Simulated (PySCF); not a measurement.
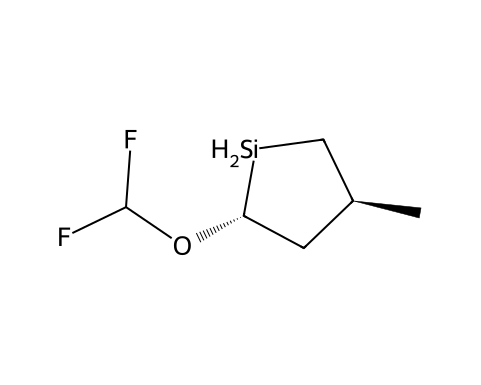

Computed geometry: GFN2-xTB optimisation. No frequency run is at hand to confirm it as a minimum. Method: PBE0/pcSseg-1, gas phase (PySCF 2.14.0).

### Give the dipole moment at this level.

3.18 D.

### What is the HOMO energy (Kohn–Sham orbital)?

−8.33 eV.

### Give the HOMO–LUMO gap at this level.

8.93 eV.

The geometry is semi-empirical. Around Si such bond lengths and angles can be off by a tenth of an ångström or more and by several degrees, and values that hang on the shape move with them.
